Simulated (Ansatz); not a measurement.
**Al2ClH4O4 (doublet): density, localisation and related maps**

```json
{"atom": "Al", "x (Å)": "0.0932", "y (Å)": "-0.0099", "z (Å)": "1.0127"}
{"atom": "O", "x (Å)": "1.0955", "y (Å)": "0.2594", "z (Å)": "-0.4039"}
{"atom": "Al", "x (Å)": "-0.1791", "y (Å)": "-0.0153", "z (Å)": "-1.6358"}
{"atom": "O", "x (Å)": "-1.3342", "y (Å)": "-0.1240", "z (Å)": "-0.0342"}
{"atom": "O", "x (Å)": "-0.3777", "y (Å)": "-1.6228", "z (Å)": "-2.2099"}
{"atom": "Cl", "x (Å)": "0.1979", "y (Å)": "-1.1830", "z (Å)": "2.7332"}
{"atom": "H", "x (Å)": "1.1128", "y (Å)": "1.4259", "z (Å)": "0.3483"}
{"atom": "O", "x (Å)": "0.5868", "y (Å)": "1.7623", "z (Å)": "1.2889"}
{"atom": "H", "x (Å)": "-2.0954", "y (Å)": "-0.7028", "z (Å)": "0.0289"}
{"atom": "H", "x (Å)": "-0.2579", "y (Å)": "-1.8445", "z (Å)": "-3.1316"}
{"atom": "H", "x (Å)": "1.1581", "y (Å)": "2.0549", "z (Å)": "2.0034"}
```

A transition-state structure; geometry: PBE0-D4/def2-TZVP.

The calculation used UKS PBE0-D4/def2-TZVPP (Ansatz).

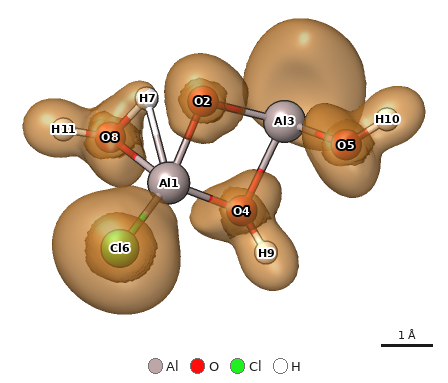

Figure 1. Isosurface of the electron localisation function at 0.75 (orange), seen at a tilt. Only the valence region is drawn (cores and ρ < 0.01 e/Å³ removed).

Q: What do the ELF domains correspond to?

A: The ELF exceeds this value in one region on Cl in which the atom's valence shell and bonds are merged, one lobe on Al, pointing away from the bonds (non-bonding electrons), one region wrapped around O (its valence shell) and three joined regions spread over several atoms (H, O), in which their bonds and any lone pairs are merged. Profiles from the grid: Al–O (1.72 Å): the ELF peaks at about 0.85 in the valence shell of O, 0.7 Å from its nucleus, and is about 0.40 at the midpoint. Al–Cl (2.09 Å): the ELF peaks at about 0.85 in the valence shell of Cl, 0.9 Å from its nucleus, and is about 0.80 at the midpoint.

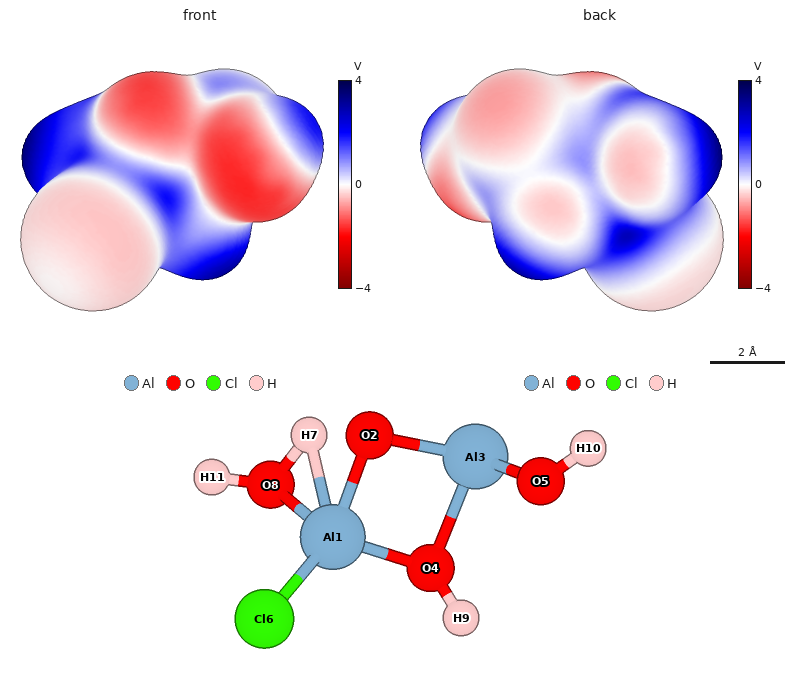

Figure 2. The molecular electrostatic potential painted on the density surface at 0.002 e/bohr³, seen from the front and from behind; red is negative and blue positive. The bare structure is drawn below in the same view.

Q: Describe the electrostatic potential map.

A: The most negative region (about −1.7 V) lies over O5, the most positive (about +3.4 V) over H11. O5 is the likeliest acceptor of a hydrogen bond.

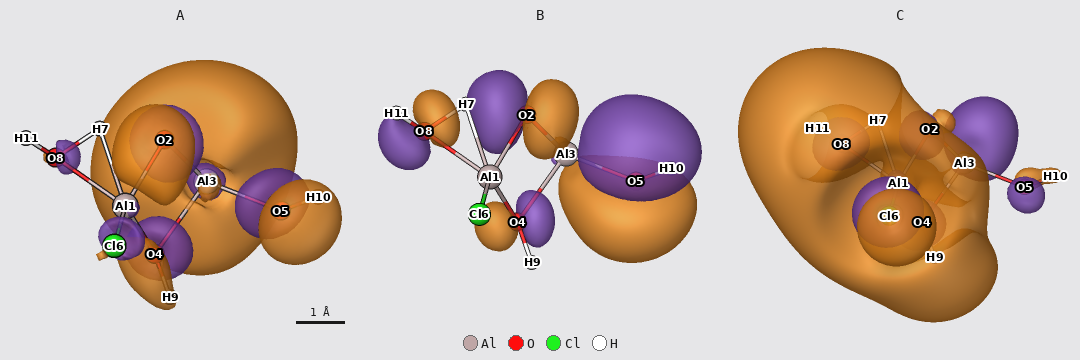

Figure 3. Three frontier orbitals at ±0.05 Å⁻³ᐟ² (orange and purple are the two phases), in no order.

Q: Which picture is the HOMO−1, the HOMO and the LUMO? All are α orbitals.

A: B is the HOMO−1 (α) (−8.42 eV). By Hirshfeld shares it lies mainly on O5 (about 75 %) and O2 (about 10 %); largely a lone pair of O5. A is the HOMO (α) (−4.90 eV). By Hirshfeld shares it lies mainly on Al3 (about 75 %) and O5 (about 10 %). C is the LUMO (α) (−0.27 eV). By Hirshfeld shares it lies mainly on Al1 (about 30 %), H11 (about 20 %), Cl6 (about 10 %), O8 (about 10 %), Al3 (about 10 %) and H9 (about 5 %).

Q: What is the gap between the highest occupied and lowest empty α orbitals?

A: 4.63 eV between the orbital energies.
